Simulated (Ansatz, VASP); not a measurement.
**H15C8S2N3O4F2: VASP beside Ansatz**

Aim: how closely do two programs agree when they are given the same cell, functional and k mesh? The structure shown is frame 110 of Ansatz's trajectory.

Method: plane waves, with VASP 6.6.1 beside it; single point at PBE with D3(BJ), in Ansatz 0.2.0.

### 1. Set-up

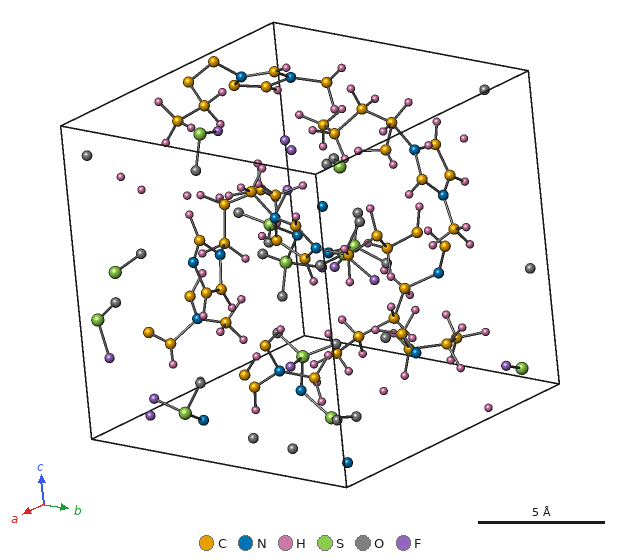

The cell as given, slightly off an axis (carbon orange, nitrogen blue, hydrogen pink, sulfur green, oxygen grey, fluorine purple). Bonds to atoms that aren't drawn are left out. Some periodic images of atoms are drawn too.

The cell holds 204 atoms: 48 C, 18 N, 90 H, 12 S, 24 O and 12 F. Cell: a = 13.298 Å, b = 13.298 Å, c = 13.298 Å, α = 90.0°, β = 90.0°, γ = 90.0°.

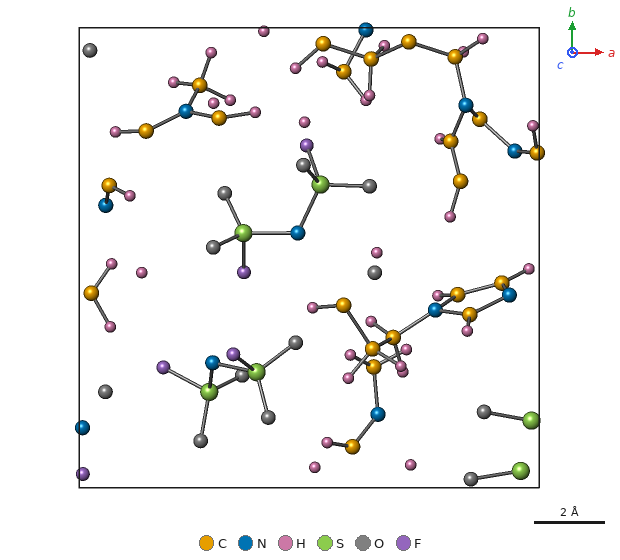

A slice 6 Å thick through the middle of the cell. Bonds to atoms that aren't drawn are left out.

### 2. Ansatz: dynamics, PBE with D3(BJ)

Ansatz runs on its default PAW (the set named soft_2) files.

This run makes the geometry at which the two programs are then compared.

input.yaml

```yaml
crystal:
  lattice:
    - [13.29799, 0.0, 0.0]
    - [0.0, 13.29799, 0.0]
    - [0.0, 0.0, 13.29799]
  atoms:
    - { symbol: C, position: [0.61926, 0.15964, 0.91608] }
    - { symbol: C, position: [0.50125, 0.17583, 0.93007] }
    - { symbol: C, position: [0.45411, 0.07709, 0.9443] }
    - { symbol: C, position: [0.35735, 0.0662, 0.00291] }
    - { symbol: "N", position: [0.27111, 0.07887, 0.93964] }
    - { symbol: C, position: [0.22312, 0.01552, 0.87476] }
    - { symbol: C, position: [0.14197, 0.06665, 0.83224] }
    - { symbol: "N", position: [0.14025, 0.16162, 0.88482] }
    - { symbol: C, position: [0.05818, 0.23431, 0.88796] }
    - { symbol: C, position: [0.22203, 0.16715, 0.93985] }
    - { symbol: H, position: [0.6487, 0.17369, 0.9891] }
    - { symbol: H, position: [0.63967, 0.08392, 0.8814] }
    - { symbol: H, position: [0.65646, 0.2126, 0.86765] }
    - { symbol: H, position: [0.45823, 0.20768, 0.86372] }
    - { symbol: H, position: [0.48333, 0.23179, 0.98826] }
    - { symbol: H, position: [0.50685, 0.04334, 0.99498] }
    - { symbol: H, position: [0.44848, 0.04029, 0.87684] }
    - { symbol: H, position: [0.34811, 0.99134, 0.02888] }
    - { symbol: H, position: [0.35794, 0.11934, 0.0637] }
    - { symbol: H, position: [0.25037, 0.94022, 0.86249] }
    - { symbol: H, position: [0.07627, 0.04855, 0.79004] }
    - { symbol: H, position: [0.0271, 0.23631, 0.81158] }
    - { symbol: H, position: [0.00414, 0.21204, 0.9448] }
    - { symbol: H, position: [0.09456, 0.30648, 0.90002] }
    - { symbol: H, position: [0.24079, 0.22565, 0.99241] }
    - { symbol: C, position: [0.31458, 0.8666, 0.21411] }
    - { symbol: C, position: [0.40802, 0.92793, 0.25233] }
    - { symbol: C, position: [0.48775, 0.8547, 0.27322] }
    - { symbol: C, position: [0.56697, 0.89162, 0.34911] }
    - { symbol: "N", position: [0.61937, 0.98152, 0.31065] }
    - { symbol: C, position: [0.69008, 0.98458, 0.23107] }
    - { symbol: C, position: [0.7145, 0.08829, 0.22701] }
    - { symbol: "N", position: [0.65164, 0.13527, 0.29867] }
    - { symbol: C, position: [0.64478, 0.24041, 0.31071] }
    - { symbol: C, position: [0.60265, 0.07074, 0.35405] }
    - { symbol: H, position: [0.25205, 0.92768, 0.19926] }
    - { symbol: H, position: [0.28575, 0.81066, 0.26491] }
    - { symbol: H, position: [0.35309, 0.82141, 0.1538] }
    - { symbol: H, position: [0.43566, 0.97427, 0.18617] }
    - { symbol: H, position: [0.38896, 0.96796, 0.32141] }
    - { symbol: H, position: [0.4596, 0.79135, 0.31144] }
    - { symbol: H, position: [0.5185, 0.82221, 0.2083] }
    - { symbol: H, position: [0.61066, 0.82564, 0.35633] }
    - { symbol: H, position: [0.54924, 0.91293, 0.4254] }
    - { symbol: H, position: [0.72014, 0.91159, 0.19407] }
    - { symbol: H, position: [0.76612, 0.13578, 0.17701] }
    - { symbol: H, position: [0.71429, 0.27207, 0.31944] }
    - { symbol: H, position: [0.60631, 0.27669, 0.25079] }
    - { symbol: H, position: [0.58968, 0.2592, 0.37155] }
    - { symbol: H, position: [0.55604, 0.08714, 0.41704] }
    - { symbol: C, position: [0.36862, 0.47237, 0.13625] }
    - { symbol: C, position: [0.25421, 0.45594, 0.15471] }
    - { symbol: C, position: [0.22609, 0.53615, 0.22753] }
    - { symbol: C, position: [0.13388, 0.51129, 0.28613] }
    - { symbol: "N", position: [0.07128, 0.59936, 0.31313] }
    - { symbol: C, position: [0.07698, 0.65042, 0.40475] }
    - { symbol: C, position: [0.00981, 0.72433, 0.40219] }
    - { symbol: "N", position: [0.9651, 0.71687, 0.30636] }
    - { symbol: C, position: [0.88082, 0.7779, 0.27194] }
    - { symbol: C, position: [0.01076, 0.64896, 0.24863] }
    - { symbol: H, position: [0.38544, 0.42559, 0.07493] }
    - { symbol: H, position: [0.41071, 0.45371, 0.20757] }
    - { symbol: H, position: [0.39213, 0.54639, 0.11363] }
    - { symbol: H, position: [0.2356, 0.38191, 0.1878] }
    - { symbol: H, position: [0.2225, 0.46978, 0.0795] }
    - { symbol: H, position: [0.21875, 0.60336, 0.18474] }
    - { symbol: H, position: [0.27944, 0.5531, 0.28223] }
    - { symbol: H, position: [0.13782, 0.46859, 0.35506] }
    - { symbol: H, position: [0.08199, 0.45903, 0.24751] }
    - { symbol: H, position: [0.13689, 0.6217, 0.45001] }
    - { symbol: H, position: [0.97684, 0.77732, 0.45259] }
    - { symbol: H, position: [0.89771, 0.85378, 0.2466] }
    - { symbol: H, position: [0.84138, 0.74692, 0.20793] }
    - { symbol: H, position: [0.83116, 0.78002, 0.33756] }
    - { symbol: H, position: [0.99671, 0.62304, 0.16761] }
    - { symbol: C, position: [0.61893, 0.48336, 0.72197] }
    - { symbol: C, position: [0.57067, 0.37967, 0.72998] }
    - { symbol: C, position: [0.64472, 0.30669, 0.6796] }
    - { symbol: C, position: [0.67994, 0.32897, 0.57712] }
    - { symbol: "N", position: [0.78317, 0.36798, 0.57409] }
    - { symbol: C, position: [0.82449, 0.40692, 0.47946] }
    - { symbol: C, position: [0.92251, 0.44518, 0.50383] }
    - { symbol: "N", position: [0.94566, 0.40675, 0.59968] }
    - { symbol: C, position: [0.0426, 0.42085, 0.65249] }
    - { symbol: C, position: [0.8635, 0.35496, 0.6312] }
    - { symbol: H, position: [0.55789, 0.53501, 0.74604] }
    - { symbol: H, position: [0.62283, 0.50993, 0.64947] }
    - { symbol: H, position: [0.68784, 0.49739, 0.7629] }
    - { symbol: H, position: [0.56354, 0.35614, 0.80584] }
    - { symbol: H, position: [0.49512, 0.37101, 0.69676] }
    - { symbol: H, position: [0.70644, 0.3056, 0.72898] }
    - { symbol: H, position: [0.61381, 0.22828, 0.68456] }
    - { symbol: H, position: [0.63588, 0.37756, 0.52631] }
    - { symbol: H, position: [0.67812, 0.25664, 0.53701] }
    - { symbol: H, position: [0.77733, 0.41164, 0.41066] }
    - { symbol: H, position: [0.98095, 0.49317, 0.46463] }
    - { symbol: H, position: [0.1063, 0.42972, 0.59954] }
    - { symbol: H, position: [0.05385, 0.36724, 0.71104] }
    - { symbol: H, position: [0.0349, 0.493, 0.68812] }
    - { symbol: H, position: [0.86178, 0.31041, 0.70362] }
    - { symbol: C, position: [0.28755, 0.43642, 0.82873] }
    - { symbol: C, position: [0.34104, 0.53906, 0.83166] }
    - { symbol: C, position: [0.26794, 0.60618, 0.89102] }
    - { symbol: C, position: [0.30088, 0.71299, 0.88028] }
    - { symbol: "N", position: [0.25147, 0.75408, 0.79018] }
    - { symbol: C, position: [0.14821, 0.75303, 0.77343] }
    - { symbol: C, position: [0.12801, 0.78038, 0.67879] }
    - { symbol: "N", position: [0.2238, 0.81609, 0.64292] }
    - { symbol: C, position: [0.23356, 0.87828, 0.55319] }
    - { symbol: C, position: [0.29638, 0.78967, 0.70623] }
    - { symbol: H, position: [0.23817, 0.42226, 0.89004] }
    - { symbol: H, position: [0.24096, 0.43606, 0.76012] }
    - { symbol: H, position: [0.33542, 0.37606, 0.82562] }
    - { symbol: H, position: [0.41711, 0.54047, 0.85762] }
    - { symbol: H, position: [0.34787, 0.55843, 0.75626] }
    - { symbol: H, position: [0.19437, 0.59493, 0.8709] }
    - { symbol: H, position: [0.27404, 0.59264, 0.96808] }
    - { symbol: H, position: [0.26372, 0.75837, 0.94234] }
    - { symbol: H, position: [0.38374, 0.72229, 0.86448] }
    - { symbol: H, position: [0.10338, 0.72535, 0.83523] }
    - { symbol: H, position: [0.06459, 0.79964, 0.62971] }
    - { symbol: H, position: [0.30718, 0.89549, 0.5243] }
    - { symbol: H, position: [0.19513, 0.94224, 0.5762] }
    - { symbol: H, position: [0.1876, 0.8351, 0.49574] }
    - { symbol: H, position: [0.37033, 0.82025, 0.70155] }
    - { symbol: C, position: [0.54229, 0.98892, 0.64218] }
    - { symbol: C, position: [0.63954, 0.93611, 0.62172] }
    - { symbol: C, position: [0.71691, 0.97329, 0.6958] }
    - { symbol: C, position: [0.82548, 0.94798, 0.66747] }
    - { symbol: "N", position: [0.84483, 0.8467, 0.68665] }
    - { symbol: C, position: [0.83402, 0.7657, 0.624] }
    - { symbol: C, position: [0.83996, 0.67826, 0.6837] }
    - { symbol: "N", position: [0.86787, 0.71511, 0.77503] }
    - { symbol: C, position: [0.86651, 0.66314, 0.86942] }
    - { symbol: C, position: [0.88374, 0.81146, 0.77204] }
    - { symbol: H, position: [0.51384, 0.95454, 0.70772] }
    - { symbol: H, position: [0.49421, 0.97617, 0.5733] }
    - { symbol: H, position: [0.54694, 0.07522, 0.65788] }
    - { symbol: H, position: [0.66307, 0.94069, 0.55112] }
    - { symbol: H, position: [0.6301, 0.85924, 0.63275] }
    - { symbol: H, position: [0.7041, 0.94014, 0.77522] }
    - { symbol: H, position: [0.71365, 0.05346, 0.70192] }
    - { symbol: H, position: [0.84537, 0.95601, 0.58976] }
    - { symbol: H, position: [0.88255, 0.98882, 0.71413] }
    - { symbol: H, position: [0.81686, 0.77907, 0.5449] }
    - { symbol: H, position: [0.83992, 0.59918, 0.68403] }
    - { symbol: H, position: [0.91657, 0.60176, 0.84312] }
    - { symbol: H, position: [0.90578, 0.71822, 0.92321] }
    - { symbol: H, position: [0.79456, 0.64214, 0.89756] }
    - { symbol: H, position: [0.91591, 0.85839, 0.82854] }
    - { symbol: "N", position: [0.27664, 0.27492, 0.46136] }
    - { symbol: S, position: [0.38236, 0.2514, 0.52249] }
    - { symbol: O, position: [0.46705, 0.31689, 0.49577] }
    - { symbol: O, position: [0.41163, 0.14736, 0.53093] }
    - { symbol: F, position: [0.35606, 0.28588, 0.63145] }
    - { symbol: S, position: [0.28448, 0.20698, 0.36251] }
    - { symbol: O, position: [0.27291, 0.09874, 0.36426] }
    - { symbol: O, position: [0.35585, 0.23715, 0.28028] }
    - { symbol: F, position: [0.18234, 0.23971, 0.30509] }
    - { symbol: "N", position: [0.97623, 0.97666, 0.05571] }
    - { symbol: S, position: [0.02929, 0.87195, 0.03377] }
    - { symbol: O, position: [0.06125, 0.863, 0.92802] }
    - { symbol: O, position: [0.99837, 0.77908, 0.08199] }
    - { symbol: F, position: [0.12302, 0.87925, 0.0966] }
    - { symbol: S, position: [0.88858, 0.98842, 0.97615] }
    - { symbol: O, position: [0.81954, 0.91017, 0.97477] }
    - { symbol: O, position: [0.9161, 0.03325, 0.87957] }
    - { symbol: F, position: [0.81389, 0.07233, 0.03103] }
    - { symbol: "N", position: [0.47352, 0.57236, 0.47539] }
    - { symbol: S, position: [0.36218, 0.5666, 0.48164] }
    - { symbol: O, position: [0.3048, 0.64624, 0.4319] }
    - { symbol: O, position: [0.32562, 0.53615, 0.57816] }
    - { symbol: F, position: [0.34148, 0.46873, 0.41099] }
    - { symbol: S, position: [0.51995, 0.66318, 0.53781] }
    - { symbol: O, position: [0.6269, 0.68046, 0.53518] }
    - { symbol: O, position: [0.47431, 0.68812, 0.63403] }
    - { symbol: F, position: [0.48065, 0.75585, 0.47568] }
    - { symbol: "N", position: [0.84841, 0.31602, 0.05442] }
    - { symbol: S, position: [0.94238, 0.33339, 0.12548] }
    - { symbol: O, position: [0.91682, 0.39085, 0.21747] }
    - { symbol: O, position: [0.03814, 0.35688, 0.08003] }
    - { symbol: F, position: [0.95953, 0.22782, 0.17311] }
    - { symbol: S, position: [0.83638, 0.41069, 0.98801] }
    - { symbol: O, position: [0.88151, 0.40576, 0.88826] }
    - { symbol: O, position: [0.83505, 0.51151, 0.03148] }
    - { symbol: F, position: [0.72132, 0.40197, 0.95872] }
    - { symbol: "N", position: [0.99649, 0.15448, 0.42364] }
    - { symbol: S, position: [0.97987, 0.14922, 0.5416] }
    - { symbol: O, position: [0.87567, 0.15316, 0.57741] }
    - { symbol: O, position: [0.05853, 0.20167, 0.59838] }
    - { symbol: F, position: [0.01021, 0.03116, 0.56557] }
    - { symbol: S, position: [0.96568, 0.0479, 0.38467] }
    - { symbol: O, position: [0.86219, 0.01946, 0.40473] }
    - { symbol: O, position: [0.03753, 0.96675, 0.39185] }
    - { symbol: F, position: [0.95562, 0.07221, 0.26733] }
    - { symbol: "N", position: [0.63199, 0.53249, 0.11888] }
    - { symbol: S, position: [0.64091, 0.55874, 0.23159] }
    - { symbol: O, position: [0.64232, 0.47319, 0.29675] }
    - { symbol: O, position: [0.58213, 0.64627, 0.26688] }
    - { symbol: F, position: [0.75314, 0.5986, 0.24136] }
    - { symbol: S, position: [0.62356, 0.62287, 0.05257] }
    - { symbol: O, position: [0.68413, 0.70683, 0.077] }
    - { symbol: O, position: [0.5236, 0.6468, 0.00881] }
    - { symbol: F, position: [0.67197, 0.56647, 0.95824] }
kpoints:
  mp_grid: { grid: [1, 1, 1] }
hamiltonian:
  xc: pbe
  dispersion: d3bj
scf:
  occupations: { method: gaussian, width: 0.025 }
output:
  forces: true
md:
  timestep: 0.5
  n_steps: 110
  ensemble: nvt_langevin
  temperature: 450
  initial_velocities: maxwell_boltzmann
  seed: 3500
```

Run with:

```
$ ansatz run input.yaml --threads 4 --pin off --max-ram 8192MiB --backend cpu --events-out ev --progress --plain --runs-dir out
```

Numbers of over 12 decimals in the logs are rounded to 6 here.

Output:

```text
Warning: md: disabling space-group detection — thermal motion breaks the input geometry's symmetry, so no spatial operation reduces the k-mesh or symmetrises the density; time reversal is kept, so that k and −k are solved as one point where they differ and the mesh holds both, and exact exchange and, on two spinor components, a DFT+U term hold to it where the run has them: on two components no moment then forms, and  [...]
Engine: ansatz 0.2.0, aarch64-unknown-linux-gnu
Pseudopotentials: kind: paw
Pseudopotential: C, paw, valence charge 4, recommended cutoff 420 eV (normal), C.paw.azcp
Pseudopotential: N, paw, valence charge 5, recommended cutoff 420 eV (normal), N.paw.azcp
Pseudopotential: H, paw, valence charge 1, recommended cutoff 420 eV (normal), H.paw.azcp
Pseudopotential: S, paw, valence charge 6, recommended cutoff 420 eV (normal), S.paw.azcp
Pseudopotential: O, paw, valence charge 6, recommended cutoff 420 eV (normal), O.paw.azcp
Pseudopotential: F, paw, valence charge 7, recommended cutoff 420 eV (normal), F.paw.azcp
Functional definition: PBE
  parameter kappa = 0.804
  parameter beta = 0.066725
  exchange = pbe_x(kappa = kappa, mu = beta*pi^2/3)
  correlation = pbe_c(beta = beta)
Crystal: 204 atoms, lattice volume = 2351.571 Å³
Basis set: ecut = 420 eV, 45961 PW (Γ), exchange–correlation on 180×180×180 points (8 copies of the dense FFT grid, shifted against one another)
Bands: 540, of which v1, the nominal top of the filled ones, is band 336 counted from 1 (335 counted from 0)
Symmetry: 1 space group operations
k-points: 1
Non-local potential: C, projectors of the file, l = 0: 2, l = 1: 2, l = 2: 1
Non-local potential: N, projectors of the file, l = 0: 2, l = 1: 2, l = 2: 1
Non-local potential: H, projectors of the file, l = 0: 2, l = 1: 1
Non-local potential: S, projectors of the file, l = 0: 2, l = 1: 2, l = 2: 2
Non-local potential: O, projectors of the file, l = 0: 2, l = 1: 2, l = 2: 1
Non-local potential: F, projectors of the file, l = 0: 2, l = 1: 2, l = 2: 1
PAW form: soft (Blöchl's): semilocal exchange-correlation on the pseudo side does not see the compensation charge
PAW one-centre angular grid: C, 110 points (default); XC on 64 Gauss nodes
PAW one-centre angular grid: N, 110 points (default); XC on 64 Gauss nodes
PAW one-centre angular grid: H, 110 points (default); XC on 64 Gauss nodes
PAW one-centre angular grid: S, 110 points (default); XC on 64 Gauss nodes
PAW one-centre angular grid: O, 110 points (default); XC on 64 Gauss nodes
PAW one-centre angular grid: F, 110 points (default); XC on 64 Gauss nodes
Initial density: superposition of atomic densities (neutral atoms: chi_scale 0, normalization atom), corrected by the library's trained network
Initial wavefunctions: pseudopotential atomic-orbital guess
Functional: x = pbe(κ = 0.804, μ = 0.219515), c = pbe(β = 0.066725)
SCF iter   1: F=—  HF=-54515.874881 eV  |F-HF|=—  |Δ(HF+E_count)|=         —  Δρ=6.20e-3  dr2=2.08e0  ethr=1.77e-3  ⟨swp⟩=6.0  Hψ=2627  notcnv=0  defer=62
preconditioner: auto → Resta (q_TF=auto, 2.214 Å⁻¹)  ε∞=2.5  [insulator: Δε(μ)=3.642 eV  Ē_g=15.810 eV  σ=0.025 eV  W_gap=1.00  n_scr=436 (ndim 8)  ℏωp=19.5 eV  f_vac=0.268  D(μ)=0.00/eV (n_scr^D=0)  ε∞_Penn≈2.5]
SCF iter   2: F=—  HF=-54515.262993 eV  |F-HF|=—  |Δ(HF+E_count)|=   6.12e-1  Δρ=3.27e-3  dr2=5.10e-1  ethr=3.09e-4  ⟨swp⟩=2.0  Hψ=690  notcnv=0  defer=198
SCF iter   3: F=—  HF=-54515.150283 eV  |F-HF|=—  |Δ(HF+E_count)|=   1.13e-1  Δρ=2.05e-3  dr2=1.60e-1  ethr=7.58e-5  ⟨swp⟩=3.0  Hψ=669  notcnv=0  defer=198
SCF iter   4: F=—  HF=-54515.104298 eV  |F-HF|=—  |Δ(HF+E_count)|=   4.60e-2  Δρ=8.04e-4  dr2=2.03e-2  ethr=2.38e-5  ⟨swp⟩=2.0  Hψ=913  notcnv=0  defer=200
SCF iter   5: F=—  HF=-54515.100661 eV  |F-HF|=—  |Δ(HF+E_count)|=   3.64e-3  Δρ=5.02e-4  dr2=5.84e-3  ethr=3.01e-6  ⟨swp⟩=2.0  Hψ=662  notcnv=0  defer=200
SCF iter   6: F=—  HF=-54515.099817 eV  |F-HF|=—  |Δ(HF+E_count)|=   8.44e-4  Δρ=1.76e-4  dr2=8.09e-4  ethr=8.70e-7  ⟨swp⟩=2.0  Hψ=662  notcnv=0  defer=200
SCF iter   7: F=—  HF=-54515.099782 eV  |F-HF|=—  |Δ(HF+E_count)|=   3.45e-5  Δρ=6.12e-5  dr2=9.55e-5  ethr=1.20e-7  ⟨swp⟩=2.0  Hψ=647  notcnv=0  defer=200
SCF iter   8: F=—  HF=-54515.100381 eV  |F-HF|=—  |Δ(HF+E_count)|=   5.99e-4  Δρ=3.43e-5  dr2=2.62e-5  ethr=1.42e-8  ⟨swp⟩=2.0  Hψ=662  notcnv=0  defer=200
SCF iter   9: F=—  HF=-54515.100382 eV  |F-HF|=—  |Δ(HF+E_count)|=   3.65e-7  Δρ=9.95e-6  dr2=2.69e-6  ethr=3.89e-9  ⟨swp⟩=2.0  Hψ=662  notcnv=0  defer=200
[...]
atom  42  H      0.74808302    -0.32226497     0.43896305
  atom  43  H      1.08518011     0.11100792     0.36277388
  atom  44  H      0.17844017    -0.30543316     0.21740304
  atom  45  H      1.09683085     0.20814406    -0.39883085
  atom  46  H      1.07047561     0.56153146    -0.83863474
  atom  47  H      0.70707668     0.22356465     0.18592215
  atom  48  H     -0.34876337     0.12591525    -1.10628817
  atom  49  H      0.78420504    -0.27692535    -0.30673049
  atom  50  H     -0.79911094     0.42822979     0.53674124
  atom  51  C     -1.45470772     0.68509374     1.92103657
  atom  52  C     -0.32001778     0.09264781     0.01958976
  atom  53  C      0.01080594    -2.62076552    -0.89808150
  atom  54  C     -0.19003837     0.72094905    -0.78951077
  atom  55  N      2.81871822    -2.43347513     0.91085397
  atom  56  C     -0.14232778    -0.85149303    -0.82041919
  atom  57  C     -1.90032289     3.27016872     0.66201832
  atom  58  N     -0.31120481     2.41198258     3.88614236
  atom  59  C     -0.71737440    -0.69858465    -0.40999557
  atom  60  C      0.34191104    -3.21590783    -5.87815460
  atom  61  H      0.12792435    -1.04995351    -0.56386733
  atom  62  H     -0.44760306    -0.19256644    -0.30195505
  atom  63  H     -0.02857326     0.84335015    -0.69515303
  atom  64  H      0.04824411    -0.05945829     0.95577808
  atom  65  H      0.34479230     0.96933436     0.07532216
[...]
atom 197  S     -2.39066848    -3.23521290    -0.49376329
  atom 198  O      0.52104354     1.53871050    -0.94839811
  atom 199  O     -0.32811721     1.02163884     0.56012605
  atom 200  F      2.20162554     0.58991940     0.51024990
  atom 201  S     -0.28929651    -1.79464563     0.91020315
  atom 202  O     -1.11513326    -0.32795879    -0.53372026
  atom 203  O     -0.02132779     1.43899007     0.44311050
  atom 204  F      0.92053398    -0.24931048     0.16316027
  max |Σ_I F_I| component: 1.31e-4 eV/Å
--- MD trajectory: 110 steps, t = 0.0 → 55.0 fs ---
  final state: T = 487.7 K   F+E_penalty+E_count = -54518.58173707 eV   E_kin = 12.859357 eV
```

The column dr2 measures how far the density is from self-consistency, as an energy; F and HF (Harris–Foulkes) agree once it is small.

(Part 1 of 2 ends here.)

[Lines on the potential files, build, host, timing and source positions are cut from VASP's logs without a mark.]

[Logs are printed without paths, hosts, clocks, repeated set-up lines and the standing remarks that a program may print on its own settings, such as how far it seeks lower states.]

[Hosts, paths, dates, database ids (printed as entryN), source tags and the programs' standing remarks are cut or masked in the printed files.]
